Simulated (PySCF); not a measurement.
```yaml
atoms:
  - { symbol: C, position_ang: [-1.7426, -1.2526, 0.7311] }
  - { symbol: C, position_ang: [-0.3550, -0.8405, 0.3900] }
  - { symbol: C, position_ang: [0.7941, -1.3211, 0.7871] }
  - { symbol: C, position_ang: [2.0175, -0.7127, 0.2203] }
  - { symbol: C, position_ang: [1.4379, 0.5414, -0.4807] }
  - { symbol: C, position_ang: [-0.0851, 0.2996, -0.6087] }
  - { symbol: C, position_ang: [-0.9022, 1.5498, -0.3206] }
  - { symbol: H, position_ang: [-2.3018, -1.4816, -0.1761] }
  - { symbol: H, position_ang: [-1.7286, -2.1330, 1.3680] }
  - { symbol: H, position_ang: [-2.2638, -0.4518, 1.2550] }
  - { symbol: H, position_ang: [2.7560, -0.4579, 0.9811] }
  - { symbol: H, position_ang: [2.4863, -1.3948, -0.4935] }
  - { symbol: H, position_ang: [1.6081, 1.4155, 0.1483] }
  - { symbol: H, position_ang: [1.9066, 0.7204, -1.4471] }
  - { symbol: H, position_ang: [-0.3308, -0.0687, -1.6120] }
  - { symbol: H, position_ang: [-1.9604, 1.3713, -0.4961] }
  - { symbol: H, position_ang: [-0.5787, 2.3612, -0.9710] }
  - { symbol: H, position_ang: [-0.7662, 1.8617, 0.7131] }
```

Geometry: GFN2-xTB.

Level of theory: PySCF 2.14.0, density-fitted response routines, UKS B3LYP, pcH-1 on C H, non-relativistic, mean-field spin-orbit, GIAO.

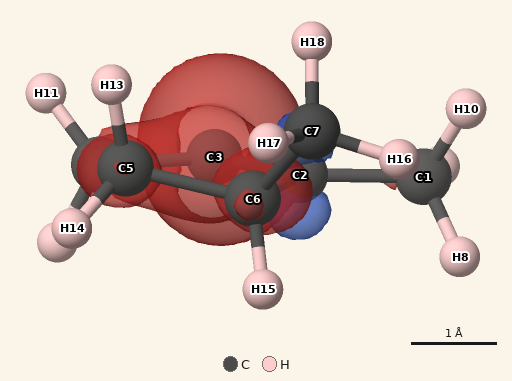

C$_{7}$H$_{11}$ (doublet). Isosurfaces of the spin density (α minus β) at +0.03 (red) and −0.03 e/Å³ (blue), seen from one side.

### Where is the unpaired spin?

The unpaired spin (1 electron) lies mostly on C3 (about 0.8) and C4 (about 0.1), in electrons by Hirshfeld's partition.
